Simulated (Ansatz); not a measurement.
# What HgH2 (model cell, started as CdI2 type) distorts into, part 2 of 3

Wanted: the energy along a soft mode of HgH2 (model cell, started as CdI2 type) and the structure at the end.

Ansatz 0.2.0; DFT PBE, scalar-relativistic, plane waves, PAW.

So far, highest frequency on the path or at a solved wavevector (cm⁻¹): step 2 (phonons on a q mesh) 904. Also lowest frequency on the path (cm⁻¹): step 2 -907.

The structure was built from a prototype and need not be the compound's stable phase.

### 4. The mode frozen in, largest atomic shift 0.45 Å

The atoms are moved along the unstable eigenvector, the largest shift by 0.45 Å, with the cell fixed.

input.yaml

```yaml
crystal:
  lattice:
    - [3.2683265306, 0.0, 0.0]
    - [-1.6341632653, 2.8304538034, 0.0]
    - [0.0, 0.0, 10.8115308121]
  atoms:
    - { symbol: Hg, position: [0.0, 0.0, 0.0] }
    - { symbol: Hg, position: [0.0, 0.0, 0.5] }
    - { symbol: H, position: [0.25384078, 0.74615922, 0.0868011573] }
    - { symbol: H, position: [0.4128258867, 0.5871741133, 0.5868011573] }
    - { symbol: H, position: [0.5871741133, 0.4128258867, 0.4131988427] }
    - { symbol: H, position: [0.74615922, 0.25384078, 0.9131988427] }
kpoints:
  mp_grid: { grid: [12, 12, 4] }
hamiltonian:
  xc: pbe
scf:
  occupations: { method: methfessel_paxton, width: 0.15 }
output:
  forces: true
  stress: true
  eigenvalues: true
```

The run is started by

```
> ansatz run input.yaml --threads 4 --pin off --max-ram 7168MiB --backend cpu --events-out ev --progress --plain --runs-dir out
```

Numbers of over 12 decimals in the logs are rounded to 6 here.

Log:

```text
[...]
Crystal: 6 atoms, lattice volume = 100.016 Å³
Basis set: ecut = 420 eV, 1981 PW (Γ), exchange–correlation on 48×48×150 points (8 copies of the dense FFT grid, shifted against one another)
Bands: 28, of which v1, the nominal top of the filled ones, is band 22 counted from 1 (21 counted from 0)
Symmetry: 4 space group operations
[...]
k-points: 164 of 576
[...]
k-point 0: bands = [... 18 lower, -1.0253, -0.9615, 1.4791, 1.9967, 9.3559, 10.5653, 12.9842, 13.2073, ... 1 higher]
  k-point 1: bands = [... 18 lower, -1.0253, -0.9660, 1.5467, 1.9243, 9.5196, 10.3771, 12.9406, 13.3069, ... 1 higher]
  k-point 2: bands = [... 18 lower, -1.0253, -0.9705, 1.6658, 1.8005, 9.8684, 10.0044, 12.9141, 13.3980, ... 1 higher]
  k-point 163: bands = [... 18 lower, 0.3438, 1.9324, 1.9903, 3.4093, 6.6657, 7.6918, 9.5802, 10.2727, ... 1 higher]
[key lines of the parts left out:]
SCF converged after 6 iterations
Free energy (F): -27686.726628 eV
Fermi energy:    5.351134 eV
P = ⅓ Tr σ = 3.5081 GPa (35.081 kbar)
```

It took 2.8 s on 4 threads of Intel Xeon Platinum 8488C (Sapphire Rapids), shared host; peak memory 0.66 GiB.

This step gave:

```yaml
pressure: 3.508 GPa
energy_from_the_undistorted_cell: -75.37 meV/atom
```

The energy, extrapolated to zero smearing, is -75.37 meV/atom against the undistorted cell.

The run ends at a pressure of 3.51 GPa, with forces up to 0.81 eV/Å.

### 5. Energy along the mode, all amplitudes (two of the runs are shown above)

An imaginary frequency means negative curvature, so the energy should fall and then rise again as anharmonic terms take over.

Numbers from this step:

| Property | Result |
| --- | --- |
| depth at the lowest point sampled | 75.37 meV/atom |
| largest atomic shift at that point | 0.45 Å |

The energy from the parent by largest atomic shift:

```
largest atomic shift (Å)  energy from the parent (meV/atom)
                   0.000                                  0
                   0.040                             -0.798
                   0.080                              -2.33
                   0.140                              -5.99
                   0.220                              -17.4
                   0.320                              -42.1
                   0.450                              -75.4
                   0.600                              -67.2
```

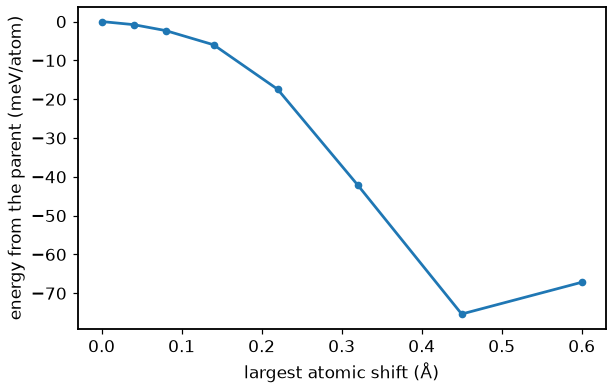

Energy from the parent against largest atomic shift.

Displacement at unit largest shift by atom:

```
atom   x (Å)   y (Å)  z (Å)   size
 Hg1   0.000   0.000  0.000  0.000
 Hg2   0.000   0.000  0.000  0.000
  H3  -0.866   0.500  0.000  1.000
  H4   0.866  -0.500  0.000  1.000
  H5  -0.866   0.500  0.000  1.000
  H6   0.866  -0.500  0.000  1.000
```

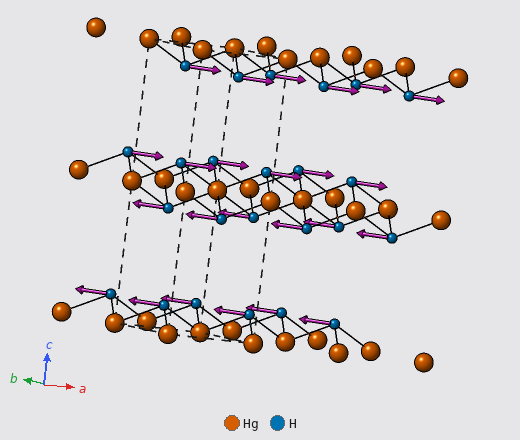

Displacement at unit largest shift as arrows, the longest 1.000 Å. Bonds to atoms that aren't drawn are left out. 3×2×1 cells are drawn. Some periodic images of atoms are drawn too.

The lowest of the steps tried is at 0.45 Å, 75.4 meV/atom below the parent; the bottom of the well need not coincide with a step.

### 6. Relaxing from the distorted cell

Starting from the lowest point found, all atoms and the cell are let go, so that strain and other modes of the same symmetry can join in.

input.yaml: that of step 4 with these lines changed.

```diff
@@ -22 +22,6 @@
   eigenvalues: true
+relax:
+  adjacent_minimum: "off"
+  f_tol: 0.002
+  max_steps: 120
+  cell: { stress_tol: 0.03 }
```

Log:

```text
[...]
Crystal: 6 atoms, lattice volume = 100.016 Å³
Basis set: ecut = 420 eV, 1981 PW (Γ), exchange–correlation on 48×48×150 points (8 copies of the dense FFT grid, shifted against one another)
Bands: 28, of which v1, the nominal top of the filled ones, is band 22 counted from 1 (21 counted from 0)
Symmetry: 4 space group operations
[...]
k-points: 164 of 576
[...]
SCF iter   1: F=—  HF=-27686.729885 eV  |F-HF|=—  |Δ(HF+E_count)|=         —  Δρ=5.40e-3  dr2=2.07e-2  ethr=1.77e-3  ⟨swp⟩=5.6  Hψ=18863  notcnv=0
[...]
SCF iter   6: F=-27686.726628 eV  HF=-27686.726628 eV  |F-HF|=5.95e-8  |Δ(HF+E_count)|=   1.37e-7  S|Δr|=    0.00e0  Δρ=8.87e-6  dr2=8.37e-8  ethr=2.27e-10  ⟨swp⟩=9.7  Hψ=20166  notcnv=0
SCF 1 converged in 6 iterations: F = -27686.726628 eV  dr2 = 8.37e-8
[...]
relax step   1: F+E_penalty+E_count = -27686.72662810 eV  Δ(F+E_penalty+E_count) = +0.000e0 eV  max|allowed force component| = 6.362e-1 eV/Å  Δτ_max = 0.0000 Å  P = +3.508 GPa  Ω = 100.016 Å³  (6 SCF iters, dr2 threshold 1.00e-7 eV, accepted)
Crystal: 6 atoms, lattice volume = 107.250 Å³
Basis set: ecut = 420 eV, 2111 PW (Γ), exchange–correlation on 48×48×150 points (8 copies of the dense FFT grid, shifted against one another)
[...]
SCF iter   7: F=-27687.139271 eV  HF=-27687.139271 eV  |F-HF|=1.30e-8  |Δ(HF+E_count)|=   1.14e-7  S|Δr|=    0.00e0  Δρ=6.27e-6  dr2=2.00e-8  ethr=1.36e-9  ⟨swp⟩=7.8  Hψ=19122  notcnv=0
SCF 2 converged in 7 iterations: F = -27687.139271 eV  dr2 = 2.00e-8
relax step   2: F+E_penalty+E_count = -27687.13927138 eV  Δ(F+E_penalty+E_count) = -4.126e-1 eV  max|allowed force component| = 3.973e-1 eV/Å  Δτ_max = 0.1992 Å  P = +0.331 GPa  Ω = 107.250 Å³  energy of the carried Pulay correction = -4.363e-3 eV  (7 SCF iters, dr2 threshold 6.00e-7 eV, accepted)
Crystal: 6 atoms, lattice volume = 110.716 Å³
Basis set: ecut = 420 eV, 2175 PW (Γ), exchange–correlation on 48×48×150 points (8 copies of the dense FFT grid, shifted against one another)
[...]
SCF iter   6: F=-27687.323576 eV  HF=-27687.323576 eV  |F-HF|=3.64e-10  |Δ(HF+E_count)|=   5.95e-7  S|Δr|=    0.00e0  Δρ=7.88e-6  dr2=5.16e-8  ethr=1.24e-9  ⟨swp⟩=3.0  Hψ=17308  notcnv=0
SCF 3 converged in 6 iterations: F = -27687.323576 eV  dr2 = 5.16e-8
relax step   3: F+E_penalty+E_count = -27687.32357588 eV  Δ(F+E_penalty+E_count) = -1.843e-1 eV  max|allowed force component| = 1.514e-1 eV/Å  Δτ_max = 0.1906 Å  P = -0.299 GPa  Ω = 110.716 Å³  energy of the carried Pulay correction = -6.348e-3 eV  (6 SCF iters, dr2 threshold 6.00e-7 eV, accepted)
[... from here on, the SCF cycles and remarks between the steps are left out ...]
relax step   4: F+E_penalty+E_count = -27687.37156198 eV  Δ(F+E_penalty+E_count) = -4.799e-2 eV  max|allowed force component| = 6.908e-2 eV/Å  Δτ_max = 0.1187 Å  P = -0.305 GPa  Ω = 112.038 Å³  energy of the carried Pulay correction = -7.088e-3 eV  (6 SCF iters, dr2 threshold 6.00e-7 eV, accepted)
relax step   5: F+E_penalty+E_count = -27687.38420247 eV  Δ(F+E_penalty+E_count) = -1.264e-2 eV  max|allowed force component| = 2.600e-2 eV/Å  Δτ_max = 0.0853 Å  P = -0.100 GPa  Ω = 111.790 Å³  energy of the carried Pulay correction = -6.950e-3 eV  (6 SCF iters, dr2 threshold 6.00e-7 eV, accepted)
relax step   6: F+E_penalty+E_count = -27687.38520596 eV  Δ(F+E_penalty+E_count) = -1.003e-3 eV  max|allowed force component| = 1.291e-2 eV/Å  Δτ_max = 0.0136 Å  P = +0.002 GPa  Ω = 111.544 Å³  energy of the carried Pulay correction = -6.812e-3 eV  (5 SCF iters, dr2 threshold 1.11e-7 eV, accepted)
relax step   7: F+E_penalty+E_count = -27687.38655074 eV  Δ(F+E_penalty+E_count) = -1.345e-3 eV  max|allowed force component| = 9.975e-3 eV/Å  Δτ_max = 0.0199 Å  P = +0.014 GPa  Ω = 111.346 Å³  energy of the carried Pulay correction = -6.702e-3 eV  (6 SCF iters, dr2 threshold 1.18e-8 eV, accepted)
relax step   8: F+E_penalty+E_count = -27687.38816813 eV  Δ(F+E_penalty+E_count) = -1.617e-3 eV  max|allowed force component| = 2.875e-3 eV/Å  Δτ_max = 0.0463 Å  P = -0.039 GPa  Ω = 111.143 Å³  energy of the carried Pulay correction = -6.588e-3 eV  (6 SCF iters, dr2 threshold 6.22e-9 eV, accepted)
relax step   9: F+E_penalty+E_count = -27687.38973904 eV  Δ(F+E_penalty+E_count) = -1.571e-3 eV  max|allowed force component| = 7.028e-3 eV/Å  Δτ_max = 0.0615 Å  P = +0.043 GPa  Ω = 110.527 Å³  energy of the carried Pulay correction = -6.241e-3 eV  (7 SCF iters, dr2 threshold 1.46e-8 eV, accepted)
relax step  10: F+E_penalty+E_count = -27687.38995921 eV  Δ(F+E_penalty+E_count) = -2.202e-4 eV  max|allowed force component| = 1.320e-2 eV/Å  Δτ_max = 0.0272 Å  P = -0.004 GPa  Ω = 110.514 Å³  energy of the carried Pulay correction = -6.234e-3 eV  (6 SCF iters, dr2 threshold 1.90e-8 eV, accepted)
relax step  11: F+E_penalty+E_count = -27687.39009192 eV  Δ(F+E_penalty+E_count) = -1.327e-4 eV  max|allowed force component| = 4.635e-3 eV/Å  Δτ_max = 0.0093 Å  P = +0.007 GPa  Ω = 110.400 Å³  energy of the carried Pulay correction = -6.170e-3 eV  (6 SCF iters, dr2 threshold 1.74e-8 eV, accepted)
relax step  12: F+E_penalty+E_count = -27687.39007155 eV  Δ(F+E_penalty+E_count) = +2.036e-5 eV  max|allowed force component| = 3.087e-3 eV/Å  Δτ_max = 0.0042 Å  P = +0.007 GPa  Ω = 110.486 Å³  energy of the carried Pulay correction = -6.218e-3 eV  (5 SCF iters, dr2 threshold 2.73e-9 eV, accepted)
relax step  13: F+E_penalty+E_count = -27687.39003756 eV  Δ(F+E_penalty+E_count) = +3.400e-5 eV  max|allowed force component| = 1.811e-3 eV/Å  Δτ_max = 0.0017 Å  P = +0.004 GPa  Ω = 110.567 Å³  energy of the carried Pulay correction = -6.264e-3 eV  (6 SCF iters, dr2 threshold 5.96e-10 eV, accepted)
relax step  14: F+E_penalty+E_count = -27687.38983086 eV  Δ(F+E_penalty+E_count) = +2.067e-4 eV  max|allowed force component| = 1.426e-3 eV/Å  Δτ_max = 0.0063 Å  P = -0.001 GPa  Ω = 110.976 Å³  energy of the carried Pulay correction = -6.494e-3 eV  (7 SCF iters, accepted)
relax step  15: F+E_penalty+E_count = -27687.38975304 eV  Δ(F+E_penalty+E_count) = +7.782e-5 eV  max|allowed force component| = 2.064e-3 eV/Å  Δτ_max = 0.0026 Å  P = -0.002 GPa  Ω = 111.126 Å³  energy of the carried Pulay correction = -6.578e-3 eV  (7 SCF iters, accepted)
relax step  16: F+E_penalty+E_count = -27687.38974592 eV  Δ(F+E_penalty+E_count) = +7.118e-6 eV  max|allowed force component| = 4.364e-4 eV/Å  Δτ_max = 0.0008 Å  P = +0.000 GPa  Ω = 111.143 Å³  energy of the carried Pulay correction = -6.588e-3 eV  (5 SCF iters, dr2 threshold 2.66e-10 eV, accepted)
[...]
relax step  20: F+E_penalty+E_count = -27687.40224295 eV  Δ(F+E_penalty+E_count) = +2.949e-4 eV  max|allowed force component| = 1.085e-2 eV/Å  Δτ_max = 0.0060 Å  P = +0.005 GPa  Ω = 116.051 Å³  energy of the carried Pulay correction = -2.970e-3 eV  (5 SCF iters, dr2 threshold 4.34e-8 eV, accepted)
relax step  21: F+E_penalty+E_count = -27687.40221063 eV  Δ(F+E_penalty+E_count) = +3.232e-5 eV  max|allowed force component| = 5.276e-3 eV/Å  Δτ_max = 0.0014 Å  P = -0.000 GPa  Ω = 116.151 Å³  energy of the carried Pulay correction = -3.032e-3 eV  (5 SCF iters, dr2 threshold 1.48e-8 eV, accepted)
relax step  22: F+E_penalty+E_count = -27687.40228240 eV  Δ(F+E_penalty+E_count) = -7.177e-5 eV  max|allowed force component| = 5.933e-4 eV/Å  Δτ_max = 0.0052 Å  P = +0.002 GPa  Ω = 116.135 Å³  energy of the carried Pulay correction = -3.009e-3 eV  (6 SCF iters, dr2 threshold 3.45e-9 eV, accepted)
relax step  23: F+E_penalty+E_count = -27687.40234325 eV  Δ(F+E_penalty+E_count) = -6.085e-5 eV  max|allowed force component| = 7.264e-3 eV/Å  Δτ_max = 0.0266 Å  P = +0.004 GPa  Ω = 116.328 Å³  energy of the carried Pulay correction = -3.079e-3 eV  (8 SCF iters, accepted)
relax step  24: F+E_penalty+E_count = -27687.40207938 eV  Δ(F+E_penalty+E_count) = +2.639e-4 eV  max|allowed force component| = 6.806e-3 eV/Å  Δτ_max = 0.0227 Å  P = +0.011 GPa  Ω = 116.838 Å³  energy of the carried Pulay correction = -3.376e-3 eV  (7 SCF iters, dr2 threshold 4.75e-9 eV, accepted)
relax step  25: F+E_penalty+E_count = -27687.40226072 eV  Δ(F+E_penalty+E_count) = -1.813e-4 eV  max|allowed force component| = 3.590e-3 eV/Å  Δτ_max = 0.0047 Å  P = -0.008 GPa  Ω = 116.619 Å³  energy of the carried Pulay correction = -3.225e-3 eV  (6 SCF iters, dr2 threshold 4.46e-9 eV, accepted)
relax step  26: F+E_penalty+E_count = -27687.40234798 eV  Δ(F+E_penalty+E_count) = -8.726e-5 eV  max|allowed force component| = 2.619e-3 eV/Å  Δτ_max = 0.0040 Å  P = -0.009 GPa  Ω = 116.492 Å³  energy of the carried Pulay correction = -3.147e-3 eV  (6 SCF iters, dr2 threshold 2.65e-9 eV, accepted)
relax step  27: F+E_penalty+E_count = -27687.40240838 eV  Δ(F+E_penalty+E_count) = -6.040e-5 eV  max|allowed force component| = 1.921e-3 eV/Å  Δτ_max = 0.0049 Å  P = -0.010 GPa  Ω = 116.400 Å³  energy of the carried Pulay correction = -3.094e-3 eV  (6 SCF iters, dr2 threshold 4.29e-10 eV, accepted)
relax step  28: F+E_penalty+E_count = -27687.40559608 eV  Δ(F+E_penalty+E_count) = -3.188e-3 eV  max|allowed force component| = 2.421e-3 eV/Å  Δτ_max = 0.0000 Å  P = -0.019 GPa  Ω = 116.400 Å³  stress off target by 3.70e-2 GPa  SCF on the basis re-selected at this cell (its energy is not comparable with the rows above)  (8 SCF iters)
relax step  29: F+E_penalty+E_count = -27687.40571840 eV  Δ(F+E_penalty+E_count) = -1.223e-4 eV  max|allowed force component| = 1.481e-2 eV/Å  Δτ_max = 0.0355 Å  P = +0.004 GPa  Ω = 116.648 Å³  energy of the carried Pulay correction = -6.261e-5 eV  (7 SCF iters, dr2 threshold 3.42e-9 eV, accepted)
relax step  30: F+E_penalty+E_count = -27687.40596315 eV  Δ(F+E_penalty+E_count) = -2.447e-4 eV  max|allowed force component| = 1.203e-2 eV/Å  Δτ_max = 0.0196 Å  P = -0.002 GPa  Ω = 116.412 Å³  energy of the carried Pulay correction = +1.005e-4 eV  (6 SCF iters, dr2 threshold 1.37e-8 eV, accepted)
relax step  31: F+E_penalty+E_count = -27687.40647325 eV  Δ(F+E_penalty+E_count) = -5.101e-4 eV  max|allowed force component| = 3.886e-3 eV/Å  Δτ_max = 0.0197 Å  P = +0.003 GPa  Ω = 115.673 Å³  energy of the carried Pulay correction = +5.314e-4 eV  (6 SCF iters, dr2 threshold 9.05e-9 eV, accepted)
relax step  32: F+E_penalty+E_count = -27687.40689036 eV  Δ(F+E_penalty+E_count) = -4.171e-4 eV  max|allowed force component| = 1.886e-2 eV/Å  Δτ_max = 0.0185 Å  P = +0.036 GPa  Ω = 114.786 Å³  energy of the carried Pulay correction = +1.024e-3 eV  (7 SCF iters, dr2 threshold 9.44e-10 eV, rejected (line search))
relax step  33: F+E_penalty+E_count = -27687.40679382 eV  Δ(F+E_penalty+E_count) = -3.206e-4 eV  max|allowed force component| = 1.133e-3 eV/Å  Δτ_max = 0.0093 Å  P = -0.005 GPa  Ω = 115.181 Å³  energy of the carried Pulay correction = +7.973e-4 eV  (8 SCF iters, accepted)
Basis set: ecut = 420 eV, 2243 PW (Γ), exchange–correlation on 50×50×150 points (8 copies of the dense FFT grid, shifted against one another)
[...]
SCF iter   7: F=-27687.406329 eV  HF=-27687.406329 eV  |F-HF|=1.46e-11  |Δ(HF+E_count)|=  2.33e-10  S|Δr|=    0.00e0  Δρ=3.71e-8  dr2=1.16e-12  ethr=1.00e-12  ⟨swp⟩=6.1  Hψ=19095  notcnv=0
SCF 34 converged in 7 iterations: F = -27687.406329 eV  dr2 = 1.16e-12
relax step  34: F+E_penalty+E_count = -27687.40632875 eV  Δ(F+E_penalty+E_count) = +4.651e-4 eV  max|allowed force component| = 6.761e-4 eV/Å  Δτ_max = 0.0000 Å  P = -0.004 GPa  Ω = 115.181 Å³  stress off target by 2.20e-2 GPa  SCF on the basis re-selected at this cell (its energy is not comparable with the rows above)  (7 SCF iters)
basis re-selected at this cell: Δ(F+E_penalty+E_count) = +4.651e-4 eV, ΔP = +0.001 GPa vs the last step (what re-selecting the basis moved, of the pressure what is left beyond the Pulay correction that the steps carried, after the strain that the cell walked since its last selection, with what the two solves' SCF thresholds leave and, on support functions, any second-order correction that the steps lacked; it is no measure of the basis error at this ecutwfc). The dense FFT grid was sized anew with the basis: this SCF ran on 25×25×75 points, the steps before it on 25×25×80, so part of this shift can come from that change (see relax.cell in the input reference). [rest of the remark cut]
SCF converged after 7 iterations
[...]
Free energy (F): -27687.406329 eV
[...]
Internal energy: -27687.407827 eV  (E = F + TS)
E sigma→0 (E₀):  -27687.406703 eV
Entropy (-TS):   0.001498 eV (0.250 meV/atom)
Fermi energy:    3.957497 eV
[...]
--- Forces (eV/Å), atoms counted from 1 ---
  atom   1  Hg     0.00000000     0.00000000     0.00000000
  atom   2  Hg     0.00000000    -0.00000000     0.00000000
  atom   3  H     -0.00041862     0.00024169    -0.00067606
  atom   4  H      0.00048141    -0.00027794     0.00030266
  atom   5  H     -0.00048141     0.00027794    -0.00030266
  atom   6  H      0.00041862    -0.00024169     0.00067606
  max |Σ_I F_I| component: 0.00e0 eV/Å
--- Stress (GPa, compression-positive) ---
       -0.002549       0.005542       0.010371
        0.005542       0.003850      -0.005988
        0.010371      -0.005988      -0.013176
  P = ⅓ Tr σ = -0.0040 GPa (-0.040 kbar)
--- Band table (eV; the first three rows and the last of 164) ---
  k-point 0: bands = [... 18 lower, -2.3162, -2.2282, 0.3306, 1.0277, 7.4074, 8.8978, 10.8790, 10.9168, ... 2 higher]
  k-point 1: bands = [... 18 lower, -2.3095, -2.2385, 0.3833, 0.9678, 7.4882, 8.9417, 10.3727, 11.1594, ... 2 higher]
  k-point 2: bands = [... 18 lower, -2.3002, -2.2514, 0.4491, 0.8949, 7.5742, 9.0113, 10.0390, 11.2180, ... 2 higher]
  k-point 163: bands = [... 18 lower, -0.1131, 0.0691, 0.1266, 0.3858, 5.7949, 5.8486, 7.0666, 7.9194, ... 2 higher]
--- Relaxed structure (31 steps of the walk, 30 accepted, 3 SCFs on fresh bases) ---
  F+E_penalty+E_count = -27687.40632875 eV   max|allowed force component| = 6.761e-4 eV/Å   (the final SCF, on the basis selected at the relaxed cell)
  cell:  # Å, volume = 115.1814 Å³
    - [3.598571, -0.230820, 0.206516]
    - [-1.999181, 3.001044, -0.206516]
    - [0.683149, -0.394416, 11.191943]
  atoms:
    - { symbol: Hg, position: [1.8188887772105256e-18, 1.7586332907394401e-19, 0] }
    - { symbol: Hg, position: [-2.0816681711721685e-17, 0.0, 0.5] }
    - { symbol: H, position: [0.122239, 0.877761, 0.120996] }
    - { symbol: H, position: [0.365148, 0.634852, 0.580091] }
    - { symbol: H, position: [0.634852, 0.365148, 0.419909] }
    - { symbol: H, position: [0.877761, 0.122239, 0.879004] }
```

Run time: 2.1 min. Hardware: 4 threads; peak memory 0.77 GiB.

[end of part 2 of 3]

[Logs are printed without paths, hosts, clocks, repeated set-up lines and the standing remarks that a program may print on its own settings, such as how far it seeks lower states.]

[Hosts, paths, dates, database ids (printed as entryN), source tags and the programs' standing remarks are cut or masked in the printed files.]
